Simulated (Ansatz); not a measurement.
# C2H5AlS: shift of H8 from C3 to S4, part 2 of 2

How high is the barrier for the shift of H8 from C3 to S4? Relax the two ends, then run a nudged elastic band between them. SMILES of the start: [CH3][Al]1[CH2][S]1.

Ansatz 0.2.0; RKS PBE0-D4/def2-SVP. Earlier steps stand in the parts before.

## Step 6: Vibrations at the top

The geometry is the highest inner image of the first converged band.

The input, input.yaml:

```yaml
crystal:
  periodic: [false, false, false]
  atoms:
    - { symbol: C, position_ang: [-0.345485, 1.516575, -0.950991] }
    - { symbol: Al, position_ang: [-0.160514, -0.113549, 0.081298] }
    - { symbol: C, position_ang: [-0.157218, -1.212015, 1.547768] }
    - { symbol: S, position_ang: [1.104027, -2.015513, -0.207299] }
    - { symbol: H, position_ang: [-0.757207, 1.300022, -1.949638] }
    - { symbol: H, position_ang: [-1.010893, 2.240348, -0.455979] }
    - { symbol: H, position_ang: [0.638256, 1.991374, -1.094442] }
    - { symbol: H, position_ang: [1.502712, -1.68528, 1.078005] }
    - { symbol: H, position_ang: [-0.725278, -2.068262, 1.934279] }
basis:
  gaussian: { orbitals: def2-SVP }
hamiltonian:
  xc: pbe0
  dispersion: d4
phonons: {}
```

On the command line:

```sh
$ ansatz run input.yaml --threads 2 --pin off --max-ram 3072MiB --backend cpu --events-out ev --progress --plain --runs-dir out
```

Log (excerpt; [...] marks lines left out):

```text
Warning: RAYON_NUM_THREADS=2 ignored (pool sized by the plan → 2); use --threads N
[...]
Functional definition: PBE0
[...]
943 factors; integrals over basis functions are off by at most 3.4e-4 eV
[...]
mean field -19568.26481666 eV, -719.1204681661 hartree, gradient 5.0e-5 eV, S^2 0.000000; 0 other end points of the search recorded, 0 dependent functions left out
[...]
reference -19568.26484488 eV, -719.1204692031 hartree; 23, 23 occupied and 66, 66 virtual orbitals, 943 factors
[...]
943 factors; integrals over basis functions are off by at most 3.4e-4 eV
[...]
WARN: phonons: modes at or below zero, which the zero-point energy, F, S and C_V leave out: 1, the lowest at -968.22 cm⁻¹. A minimum has none, and a first-order saddle one
[...]
Atom 5 at    -1.010893     2.240348    -0.455979 Å, force    -0.000104    -0.001216    -0.000542 eV/Å
Atom 6 at     0.638256     1.991374    -1.094442 Å, force     0.000342     0.000027     0.000408 eV/Å
Atom 7 at     1.502712    -1.685280     1.078005 Å, force     0.008481    -0.001547    -0.013866 eV/Å
Atom 8 at    -0.725278    -2.068262     1.934279 Å, force    -0.010495    -0.002412    -0.009554 eV/Å
Dipole moment:    -0.206140     0.444366    -0.269338 e Å
Vibrations: -968.22 66.99 127.39 151.88 170.66 360.99 409.75 596.44 620.63 668.88 693.85 848.65 918.74 1210.38 1417.19 1418.05 2411.60 3057.01 3161.60 3171.04 3215.48 cm⁻¹, zero-point energy 1.531030 eV
```

It took 52 s on 2 threads of Intel Xeon Platinum 8488C (Sapphire Rapids), shared host; peak memory 0.19 GiB.

Of 21 modes, 1 is imaginary by more than 30 cm⁻¹ (968i cm⁻¹).

## Step 7: A trajectory let go at the top

It starts at the highest inner image of the first converged band: 200 steps of 0.5 fs at constant energy, with velocities drawn for 300 K.

input.yaml, as its differences from that of step 6:

```diff
@@ -17,2 +17,8 @@
   dispersion: d4
-phonons: {}
+md:
+  timestep: 0.5
+  n_steps: 200
+  ensemble: nve
+  temperature: 300.0
+  initial_velocities: maxwell_boltzmann
+  seed: 12062
```

On the command line:

```sh
$ ansatz run input.yaml --threads 2 --pin off --max-ram 3072MiB --backend cpu --events-out ev --progress --plain --runs-dir out
```

Log (excerpt; [...] marks lines left out):

```text
Warning: RAYON_NUM_THREADS=2 ignored (pool sized by the plan → 2); use --threads N
[...]
Functional definition: PBE0
[...]
943 factors; integrals over basis functions are off by at most 3.4e-4 eV
[...]
mean field -19568.26481666 eV, -719.1204681661 hartree, gradient 5.0e-5 eV, S^2 0.000000; 0 other end points of the search recorded, 0 dependent functions left out
[...]
reference -19568.26484488 eV, -719.1204692031 hartree; 23, 23 occupied and 66, 66 virtual orbitals, 943 factors
[...]
md step    45: t =    22.50 fs  T =  1754.0 K  F+E_penalty+E_count = -19569.72305070 eV  E_kin = 1.587086 eV  conserved = -19568.13596435 eV  (30 SCF iters, 3 dispersion substeps)
[...]
md step    60: t =    30.00 fs  T =  1377.8 K  F+E_penalty+E_count = -19569.39043562 eV  E_kin = 1.246631 eV  conserved = -19568.14380451 eV  (28 SCF iters, 3 dispersion substeps)
md step    61: t =    30.50 fs  T =  1396.6 K  F+E_penalty+E_count = -19569.40763156 eV  E_kin = 1.263704 eV  conserved = -19568.14392751 eV  (30 SCF iters, 3 dispersion substeps)
```

## Step 8: More of the same log: dynamics from the highest image of the converged band

Output, continued (excerpt; [...] marks lines left out):

```text
md step    62: t =    31.00 fs  T =  1453.9 K  F+E_penalty+E_count = -19569.45954003 eV  E_kin = 1.315503 eV  conserved = -19568.14403694 eV  (30 SCF iters, 3 dispersion substeps)
[...]
md step    81: t =    40.50 fs  T =  1344.2 K  F+E_penalty+E_count = -19569.36235238 eV  E_kin = 1.216261 eV  conserved = -19568.14609091 eV  (31 SCF iters, 3 dispersion substeps)
[...]
md step   119: t =    59.50 fs  T =  1725.9 K  F+E_penalty+E_count = -19569.72309500 eV  E_kin = 1.561590 eV  conserved = -19568.16150515 eV  (28 SCF iters, 3 dispersion substeps)
[...]
md step   138: t =    69.00 fs  T =  1689.1 K  F+E_penalty+E_count = -19569.67270138 eV  E_kin = 1.528363 eV  conserved = -19568.14433887 eV  (27 SCF iters, 3 dispersion substeps)
md step   139: t =    69.50 fs  T =  1815.1 K  F+E_penalty+E_count = -19569.78663148 eV  E_kin = 1.642346 eV  conserved = -19568.14428593 eV  (27 SCF iters, 3 dispersion substeps)
```

## Step 9: The log goes on: dynamics from the highest image of the converged band

The log, continued (excerpt; [...] marks lines left out):

```text
md step   140: t =    70.00 fs  T =  1976.7 K  F+E_penalty+E_count = -19569.93285732 eV  E_kin = 1.788574 eV  conserved = -19568.14428352 eV  (27 SCF iters, 3 dispersion substeps)
[...]
md step   155: t =    77.50 fs  T =  1737.0 K  F+E_penalty+E_count = -19569.72060354 eV  E_kin = 1.571666 eV  conserved = -19568.14893729 eV  (31 SCF iters, 3 dispersion substeps)
[...]
Atom 5 at     0.247942     2.450119    -0.728761 Å, force    -0.301455    -0.313590     0.271673 eV/Å
Atom 6 at    -0.726189     1.611697    -1.931433 Å, force    -0.237028    -0.010286     0.437094 eV/Å
Atom 7 at     0.607588    -1.408893     1.763131 Å, force    14.111171    -0.897349     8.628323 eV/Å
Atom 8 at    -1.097537    -1.819794     1.778055 Å, force    -0.080213    -0.912924     0.112572 eV/Å
Dipole moment:    -0.298053     0.596036    -0.107119 e Å
```

Run time: 4.6 min. Hardware: 2 threads of Intel Xeon Platinum 8488C (Sapphire Rapids), shared host; peak memory 0.19 GiB.

## Step 10: The trajectory

One step in 11; energies are changes from step 0:

| time (fs) | T (K) | potential energy change (meV/atom) | total energy change (meV/atom) | H8–C3 (Å) | H8–S4 (Å) |
| --- | --- | --- | --- | --- | --- |
| 0.0 | 300 | 0.0 | 0.00 | 1.79 | 1.39 |
| 5.5 | 228 | 7.3 | 0.03 | 1.76 | 1.43 |
| 11.0 | 207 | 9.4 | 0.06 | 1.67 | 1.36 |
| 16.5 | 398 | -9.7 | 0.14 | 1.51 | 1.52 |
| 22.0 | 1718 | -142.5 | -0.01 | 0.98 | 1.97 |
| 27.5 | 1909 | -161.7 | 0.10 | 1.47 | 2.98 |
| 33.0 | 2022 | -173.1 | -0.04 | 1.39 | 3.29 |
| 38.5 | 1612 | -133.5 | -1.59 | 1.03 | 3.07 |
| 44.0 | 1025 | -72.6 | 0.31 | 1.39 | 3.25 |
| 49.5 | 3162 | -287.9 | -0.15 | 1.01 | 2.43 |
| 55.0 | 1047 | -74.8 | 0.30 | 1.43 | 2.02 |
| 60.5 | 1198 | -89.4 | 0.82 | 0.92 | 1.92 |
| 66.0 | 1748 | -145.4 | 0.15 | 1.50 | 2.78 |
| 71.5 | 2635 | -235.1 | -0.31 | 1.31 | 2.97 |
| 77.0 | 1979 | -170.0 | -1.17 | 1.16 | 3.11 |
| 82.5 | 1349 | -105.3 | 0.14 | 1.42 | 3.36 |
| 88.0 | 2608 | -233.4 | -1.42 | 1.00 | 2.68 |
| 93.5 | 931 | -63.2 | 0.24 | 1.54 | 2.47 |
| 99.0 | 1743 | -147.3 | -2.19 | 0.92 | 2.01 |
| 100.0 | 914 | -58.5 | 3.26 | 0.86 | 2.00 |

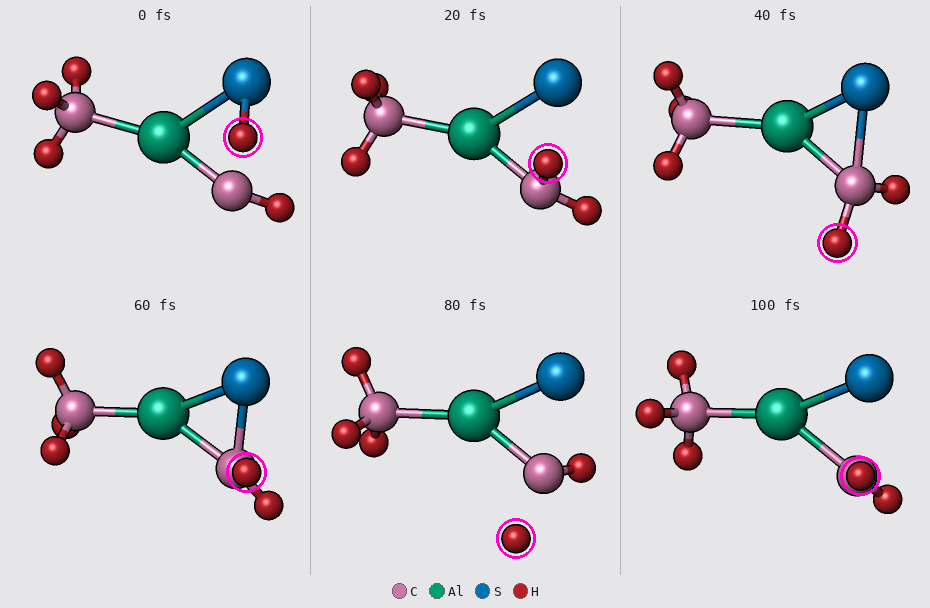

The system at six times, viewed from a chosen angle. Sticks join atoms within a bonding distance in each frame.

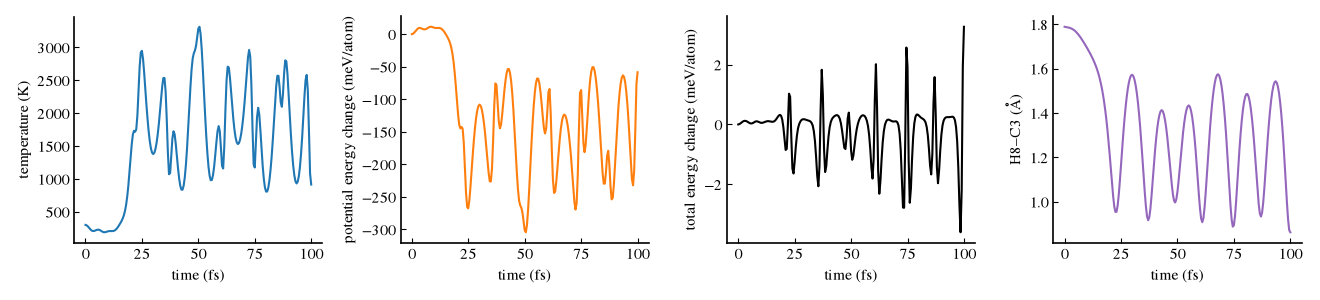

Traces against time; each panel has its own scale.

Bonds that form or break, judged by distance (formed within 1.15 times the sum of covalent radii and held on average over 12 fs, broken when stretched by half; pairs already stretched at the start don't count as bonds):

| time (fs) | bond | event |
| --- | --- | --- |
| 22.5 | S4–H8 | breaks |
| 35.0 | C3–H8 | forms |

The last frame stands with the bonds of end A.

## Step 11: Dynamics from the top

It starts at the highest inner image of the first converged band: 200 steps of 0.5 fs at constant energy, with velocities drawn for 100 K.

input.yaml, as its differences from that of step 7:

```diff
@@ -21,4 +21,4 @@
   ensemble: nve
-  temperature: 300.0
+  temperature: 100.0
   initial_velocities: maxwell_boltzmann
-  seed: 12062
+  seed: 12063
```

On the command line:

```sh
$ ansatz run input.yaml --threads 2 --pin off --max-ram 3072MiB --backend cpu --events-out ev --progress --plain --runs-dir out
```

Log (excerpt; [...] marks lines left out):

```text
Warning: RAYON_NUM_THREADS=2 ignored (pool sized by the plan → 2); use --threads N
[...]
Functional definition: PBE0
[...]
943 factors; integrals over basis functions are off by at most 3.4e-4 eV
[...]
mean field -19568.26481666 eV, -719.1204681661 hartree, gradient 5.0e-5 eV, S^2 0.000000; 0 other end points of the search recorded, 0 dependent functions left out
[...]
reference -19568.26484488 eV, -719.1204692031 hartree; 23, 23 occupied and 66, 66 virtual orbitals, 943 factors
[...]
md step   100: t =    50.00 fs  T =   874.5 K  F+E_penalty+E_count = -19569.11738752 eV  E_kin = 0.791251 eV  conserved = -19568.32613623 eV  (27 SCF iters, 3 dispersion substeps)
md step   101: t =    50.50 fs  T =   911.9 K  F+E_penalty+E_count = -19569.15138763 eV  E_kin = 0.825100 eV  conserved = -19568.32628787 eV  (27 SCF iters, 3 dispersion substeps)
md step   102: t =    51.00 fs  T =   945.5 K  F+E_penalty+E_count = -19569.18190441 eV  E_kin = 0.855524 eV  conserved = -19568.32638073 eV  (27 SCF iters, 3 dispersion substeps)
```

## Step 12: More of the same log: dynamics from the highest image of the converged band

The log, continued (excerpt; [...] marks lines left out):

```text
md step   103: t =    51.50 fs  T =   974.0 K  F+E_penalty+E_count = -19569.20771561 eV  E_kin = 0.881305 eV  conserved = -19568.32641076 eV  (27 SCF iters, 3 dispersion substeps)
[...]
md step   127: t =    63.50 fs  T =   191.6 K  F+E_penalty+E_count = -19568.49858939 eV  E_kin = 0.173393 eV  conserved = -19568.32519684 eV  (25 SCF iters, 3 dispersion substeps)
[...]
Atom 5 at    -1.419606     2.043178    -0.876434 Å, force     0.094666    -0.226687    -0.067313 eV/Å
Atom 6 at     0.333050     2.373678    -0.856817 Å, force    -0.053957    -0.120782    -0.002460 eV/Å
Atom 7 at     2.021855    -1.591971     0.674977 Å, force     0.234529    -0.734569    -0.789572 eV/Å
Atom 8 at    -0.853869    -1.936772     1.566126 Å, force    -0.649882    -0.759946     0.618509 eV/Å
Dipole moment:    -0.099591     0.594773    -0.406195 e Å
```

Run time: 5.6 min. Hardware: 2 threads of Intel Xeon Platinum 8488C (Sapphire Rapids), shared host; peak memory 0.19 GiB.

## Step 13: The trajectory

The trajectory, every 11 steps (energies from step 0):

| time (fs) | T (K) | potential energy change (meV/atom) | total energy change (meV/atom) | H8–C3 (Å) | H8–S4 (Å) |
| --- | --- | --- | --- | --- | --- |
| 0.0 | 100 | 0.0 | 0.00 | 1.79 | 1.39 |
| 5.5 | 75 | 2.6 | 0.01 | 1.80 | 1.37 |
| 11.0 | 70 | 3.1 | 0.02 | 1.84 | 1.40 |
| 16.5 | 79 | 2.2 | 0.03 | 1.91 | 1.34 |
| 22.0 | 187 | -8.7 | 0.04 | 2.10 | 1.37 |
| 27.5 | 441 | -34.2 | 0.03 | 2.44 | 1.35 |
| 33.0 | 616 | -51.9 | 0.01 | 2.87 | 1.40 |
| 38.5 | 585 | -48.7 | 0.03 | 3.14 | 1.40 |
| 44.0 | 545 | -44.7 | 0.06 | 3.14 | 1.36 |
| 49.5 | 836 | -73.9 | 0.02 | 3.02 | 1.43 |
| 55.0 | 1037 | -94.2 | -0.06 | 2.65 | 1.42 |
| 60.5 | 372 | -27.3 | 0.04 | 2.29 | 1.40 |
| 66.0 | 464 | -36.5 | 0.01 | 2.30 | 1.40 |
| 71.5 | 1054 | -96.0 | -0.07 | 2.66 | 1.43 |
| 77.0 | 843 | -74.7 | 0.00 | 2.94 | 1.40 |
| 82.5 | 630 | -53.2 | 0.01 | 3.04 | 1.36 |
| 88.0 | 617 | -52.0 | 0.00 | 2.98 | 1.41 |
| 93.5 | 563 | -46.6 | 0.00 | 2.64 | 1.35 |
| 99.0 | 258 | -15.8 | 0.03 | 2.28 | 1.37 |
| 100.0 | 197 | -9.6 | 0.06 | 2.23 | 1.37 |

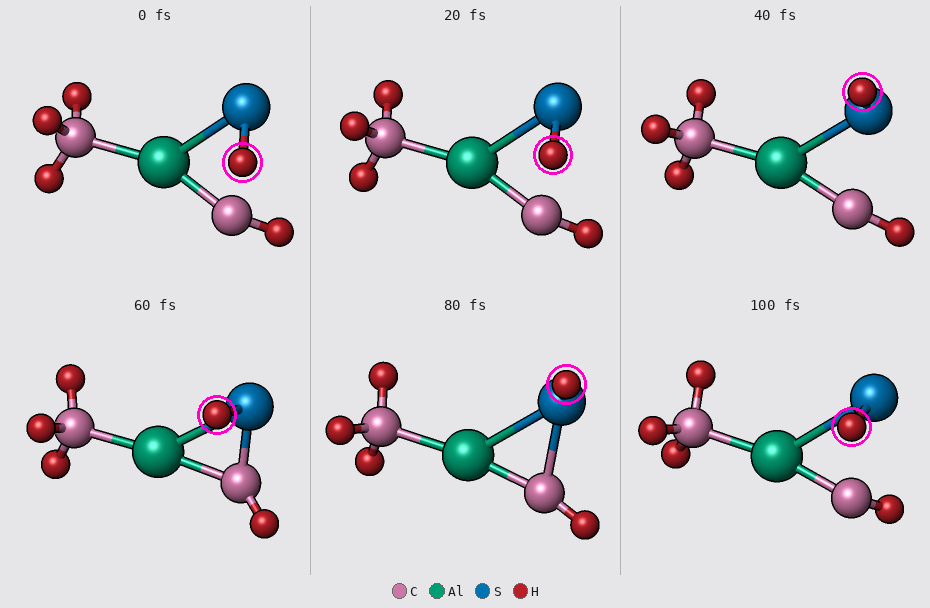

The system at six times, viewed from a chosen angle. Sticks join atoms within a bonding distance in each frame.

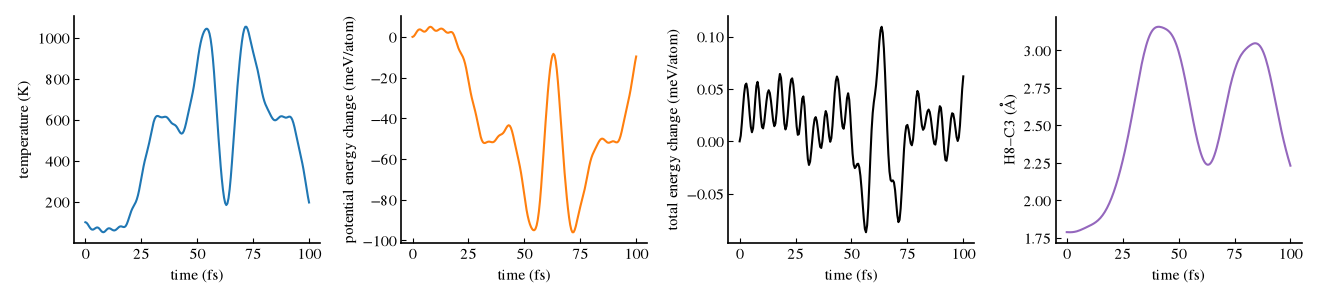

Traces against time; each panel has its own scale.

The last frame stands with the bonds of end B.

## Step 14: Outcome

The summary covers parts 1 to 2.

```
                         quantity                              value
                            end A           15 moves, 0.722 eV lower
                            end B           14 moves, 1.997 eV lower
                 barrier forwards                            3.24 eV
                barrier backwards                            1.14 eV
     second end relative to first                          +2.096 eV
                    highest image              4 of 0 to 6, climbing
                  band iterations                                 18
       imaginary modes at the top                          968i cm⁻¹
trajectory at 300 K, after 100 fs  with the bonds of end A, at 914 K
trajectory at 100 K, after 100 fs  with the bonds of end B, at 197 K
```

In words: The top lies 3.24 eV above the first end, or 125 kT at room temperature; with a typical attempt rate of 10^13 per second that is roughly 10^-41 events a second. Going back costs 1.14 eV, since the second end is 2.10 eV above the first. By distance, end A alone has C3–H8 and end B alone has S4–H8. One imaginary mode, as a first-order saddle point has. These are electronic energies, with no zero-point or thermal terms. Tunnelling, which matters where hydrogen moves, is missing too.
